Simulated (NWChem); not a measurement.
# SCl2O2 (sulfuryl chloride) at 6 levels

We compute a comparison of 6 runs (HF/3-21G, HF/cc-pVDZ, HF/pcseg-1, B3LYP/6-31G*, B2PLYP/3-21G, PBE0/def2-SVP) of SCl2O2 (sulfuryl chloride). 

The calculation is run with NWChem 7.3.0.

## Step 1: The system as given

The species is SCl2O2 (5 atoms), meant as a singlet with charge 0. As SMILES, `O=S(=O)(Cl)Cl`. Geometry: relaxed at PBE0-D4/def2-TZVP.

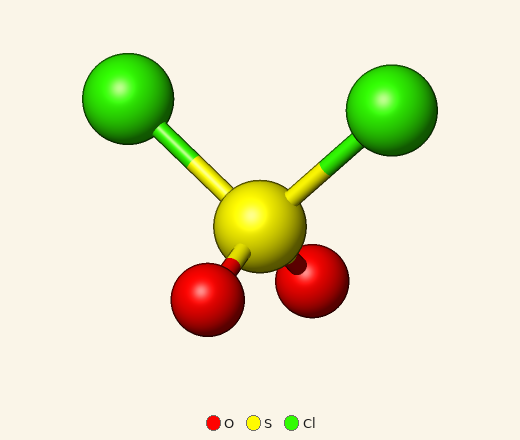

The structure, seen from a chosen angle (oxygen red, sulfur yellow, chlorine green).

## Step 2: Energy and gradient at HF/3-21G (run 1)

The input, cl2o2s.nw:

```
START cl2o2s
memory stack 880 mb heap 220 mb global 1100 mb
charge 0

GEOMETRY noautosym nocenter noautoz
  O        0.866100       0.300300      -1.246600
  S       -0.068500       0.126800      -0.197800
  O       -1.381700       0.653700      -0.241000
  Cl      -0.209600      -1.845200       0.179900
  Cl       0.793700       0.764400       1.505600
END

BASIS "ao basis" spherical bse
  * library 3-21G
END

SCF
  thresh 1e-08
  maxiter 80
  noprint "final vectors analysis"
END

TASK scf gradient
```

Command:

```
$ nwchem cl2o2s.nw > cl2o2s.out
```

The log of the run:

```text
[...]
  functions       =    57
[...]
  wavefunction    = RHF
[...]
         Total SCF energy =  -1458.682562456664
      One-electron energy =  -2819.374343375819
      Two-electron energy =    955.825609436487
 Nuclear repulsion energy =    404.866171482669
        Time for solution =      1.6s
[...]
                         RHF ENERGY GRADIENTS
    atom               coordinates                        gradient
                 x          y          z           x          y          z
   1 O       1.636692   0.567485  -2.355732   -0.120554  -0.022568   0.135664
   2 S      -0.129446   0.239617  -0.373788   -0.016915   0.031671  -0.049572
   3 O      -2.611034   1.235314  -0.455424    0.169334  -0.068075   0.005849
   4 Cl     -0.396087  -3.486922   0.339962    0.006788   0.088583  -0.015952
   5 Cl      1.499876   1.444507   2.845171   -0.038653  -0.029612  -0.075989
[...]
```

Run time: 2.5 s. Hardware: 1 thread of AMD EPYC 9R45 (Zen 5), shared host; peak memory 0.099 GiB.

## Step 3: Energy and gradient at HF/cc-pVDZ (run 2)

The input, nw.nw:

```
start nw
memory stack 880 mb heap 220 mb global 1100 mb

geometry units angstrom noautosym nocenter noautoz
   O        0.866100       0.300300      -1.246600
   S       -0.068500       0.126800      -0.197800
   O       -1.381700       0.653700      -0.241000
   Cl      -0.209600      -1.845200       0.179900
   Cl       0.793700       0.764400       1.505600
end

basis "ao basis" spherical bse
   * library cc-pVDZ
end

scf
   thresh 1e-08
   maxiter 80
end

task scf gradient
```

Command:

```
$ nwchem nw.nw > nw.out
```

The log of the run:

```text
[...]
  functions       =    82
[...]
  wavefunction    = RHF
[...]
         Total SCF energy =  -1466.139140633577
      One-electron energy =  -2829.866437811134
      Two-electron energy =    958.861125694888
 Nuclear repulsion energy =    404.866171482669
        Time for solution =     55.0s
[...]
                         RHF ENERGY GRADIENTS
    atom               coordinates                        gradient
                 x          y          z           x          y          z
   1 O       1.636692   0.567485  -2.355732   -0.006013  -0.001152   0.006830
   2 S      -0.129446   0.239617  -0.373788   -0.000662   0.001507  -0.002517
   3 O      -2.611034   1.235314  -0.455424    0.008294  -0.003352   0.000340
   4 Cl     -0.396087  -3.486922   0.339962    0.000320   0.004435  -0.000836
   5 Cl      1.499876   1.444507   2.845171   -0.001940  -0.001438  -0.003817
[...]
```

Run time: 69 s. Hardware: 1 thread of AMD EPYC 9R45 (Zen 5), shared host; peak memory 0.1 GiB.

## Step 4: Energy and forces at HF/pcseg-1 (run 3)

The input, struct.nw:

```
start struct
title "Cl2O2S"
memory 2200 mb

geometry units bohr noautosym nocenter noautoz
 O   1.63669180  0.56748476 -2.35573259
 S  -0.12944624  0.23961727 -0.37378783
 O  -2.61103459  1.23531397 -0.45542400
 Cl -0.39608660 -3.48692265  0.33996173
 Cl  1.49987563  1.44450665  2.84517165
end

basis spherical bse
 O library pcseg-1
 S library pcseg-1
 Cl library pcseg-1
end

scf
 singlet
 rhf
 thresh 1e-08
 maxiter 80
 print medium
end

task scf gradient
```

Command:

```
$ nwchem struct.nw > struct.out
```

The log of the run:

```text
[...]
  functions       =    82
[...]
  wavefunction    = RHF
[...]
         Total SCF energy =  -1465.990824125212
      One-electron energy =  -2829.555453412116
      Two-electron energy =    958.698487399030
 Nuclear repulsion energy =    404.866141887874
        Time for solution =      9.6s
[...]
                         RHF ENERGY GRADIENTS
    atom               coordinates                        gradient
                 x          y          z           x          y          z
   1 O       1.636692   0.567485  -2.355733    0.001722  -0.000008  -0.001276
   2 S      -0.129446   0.239617  -0.373788    0.000313  -0.000308   0.000315
   3 O      -2.611035   1.235314  -0.455424   -0.002221   0.000660   0.000402
   4 Cl     -0.396087  -3.486923   0.339962    0.000415   0.000662   0.000702
   5 Cl      1.499876   1.444507   2.845172   -0.000228  -0.001006  -0.000143
[...]
```

It took 13 s on 1 thread of AMD EPYC 9R45 (Zen 5), shared host; peak memory 0.1 GiB.

Runs 4 to 5 aren't shown in full; the table further down has their settings and results.

## Step 5: Energy and forces at PBE0/def2-SVP (run 6)

The input, test.nw:

```
start test
memory 2200 mb
charge 0

geometry units angstroms noautosym nocenter noautoz
O      0.866100     0.300300    -1.246600
S     -0.068500     0.126800    -0.197800
O     -1.381700     0.653700    -0.241000
Cl    -0.209600    -1.845200     0.179900
Cl     0.793700     0.764400     1.505600
end

basis spherical bse
* library def2-SVP
end

dft
xc pbe0
grid xfine
convergence energy 1e-08
maxiter 100
mulliken
noprint "final vectors analysis"
end

task dft gradient
```

Command:

```
$ nwchem test.nw > test.out
```

The log of the run:

```text
[...]
          Wavefunction type:  closed shell.
          No. of atoms     :     5
          No. of electrons :    66
[...]
          Charge           :     0
          Spin multiplicity:     1
[...]
          AO basis - number of functions:    82
[...]
              XC Information
              --------------
                         PBE0 Method XC Functional
                     Hartree-Fock (Exact) Exchange  0.250
          PerdewBurkeErnzerhof Exchange Functional  0.750
            Perdew 1991 LDA Correlation Functional  1.000 local
           PerdewBurkeErnz. Correlation Functional  1.000 non-local
[...]
 d= 0,ls=0.0,diis     1  -1467.5424392460 -1.87D+03  3.52D-02  2.53D+00     1.1
[...]
 d= 0,ls=0.0,diis    10  -1467.8271335476 -8.65D-10  2.70D-07  2.74D-10     8.6
         Total DFT energy =    -1467.827133547558
      One electron energy =    -2830.411672310248
           Coulomb energy =     1056.616468533134
    Exchange-Corr. energy =      -98.898101253113
 Nuclear repulsion energy =      404.866171482669
[...]
  wavefunction    = closed shell
                         DFT ENERGY GRADIENTS
    atom               coordinates                        gradient
                 x          y          z           x          y          z
   1 O       1.636692   0.567485  -2.355732   -0.021457  -0.003360   0.022862
   2 S      -0.129446   0.239617  -0.373788   -0.002448   0.004830  -0.007698
   3 O      -2.611034   1.235314  -0.455424    0.029203  -0.011273   0.000103
   4 Cl     -0.396087  -3.486922   0.339962    0.000627   0.013421  -0.003307
   5 Cl      1.499876   1.444507   2.845171   -0.005925  -0.003619  -0.011960
[...]
```

It took 11 s on 1 thread of AMD EPYC 9R45 (Zen 5), shared host; peak memory 0.13 GiB.

## Step 6: Overview of the runs

| run | level | iteration cap | module | energy (Eh) | dipole moment (D) | largest force (eV/Å) | wall time |
| --- | --- | --- | --- | --- | --- | --- | --- |
| 1 | HF/3-21G | 80 | scf | -1458.682562 | 1.66 | 9.404 | 2.5 s |
| 2 | HF/cc-pVDZ | 80 | scf | -1466.139141 | 2.10 | 0.472 | 69 s |
| 3 | HF/pcseg-1 | 80 | scf | -1465.990824 | 2.21 | 0.121 | 13 s |
| 4 | B3LYP/6-31G* (spherical functions) | 100 | dft | -1468.923895 | – | 2.353 | 19 s |
| 5 | B2PLYP/3-21G | 100 | dft | -1460.826054 | 1.15 | – | 4.5 s |
| 6 | PBE0/def2-SVP | 100 | dft | -1467.827134 | 1.63 | 1.622 | 11 s |

## Step 7: Outcome

| quantity | value |
| --- | --- |
| run 6: total energy | -1467.82713 Eh |
| run 6: dipole moment | 1.63 D |
| run 6: largest force on an atom | 1.622 eV/Å |

**Reading.** Over runs 1, 2, 3, 5, 6 the dipole moment (its size) runs from 1.15 D (B2PLYP/3-21G) to 2.21 D (HF/pcseg-1). The two ends differ in method and basis. A double hybrid's value is that of its SCF part. Over runs 2, 3, 5 the HOMO–LUMO gap runs from 8.94 eV (B2PLYP/3-21G) to 14.59 eV (HF/cc-pVDZ). Totals of different functionals can't be ranked against each other. All runs together took 2 min, the longest 69 s.
